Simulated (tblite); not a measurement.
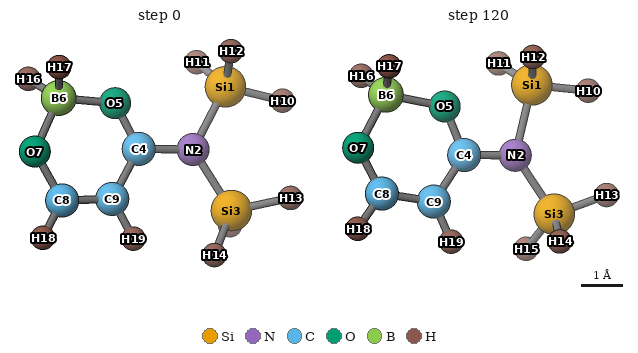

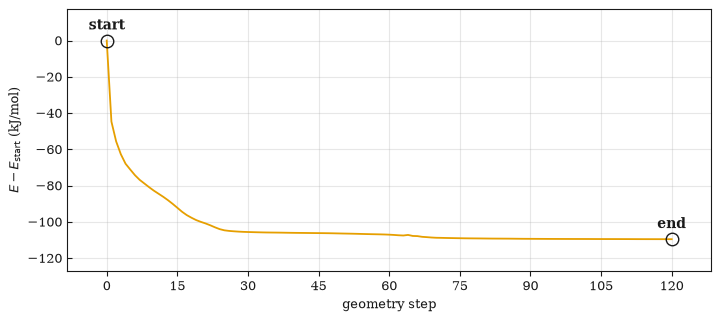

First and last geometry of a relaxation of C₃H₁₀BNO₂Si₂, with the history of the run. Style: ball-and-stick. Shown at a tilt.

Method: GFN2-xTB geometry optimisation, gas phase (tblite). 

What do the curves and the structures tell?

Answer. It converged. Over 120 geometry steps the energy falls by 109.6 kJ/mol. The largest move after the best rigid fit is that of H15, 0.91 Å. By element the largest moves are H 0.91 Å, Si 0.41 Å, O 0.28 Å, B 0.25 Å, C 0.22 Å, N 0.16 Å. Near-neighbour distances that change, for instance: Si1–O5 2.965 → 2.341 Å, Si1–C4 2.813 → 2.491 Å, O7–C8 1.377 → 1.271 Å, N2–C4 1.434 → 1.330 Å. Among the angles between lasting bonds that change: Si1–N2–C4 120.3° → 105.0°, Si1–N2–Si3 117.2° → 130.7°, H16–B6–H17 105.7° → 115.3°. Groups turn about N2–Si3 by about 40°.

```tsv
step	E − E(0), kJ/mol
0	0.00
1	-44.74
2	-55.63
3	-62.73
4	-67.96
5	-71.17
6	-74.29
7	-76.86
8	-78.87
9	-80.90
10	-82.80
16	-94.46
22	-101.92
27	-105.24
33	-105.84
39	-106.06
45	-106.23
51	-106.50
56	-106.81
62	-107.43
68	-108.46
74	-109.01
79	-109.17
85	-109.29
91	-109.40
97	-109.46
103	-109.49
108	-109.52
114	-109.56
120	-109.59
```
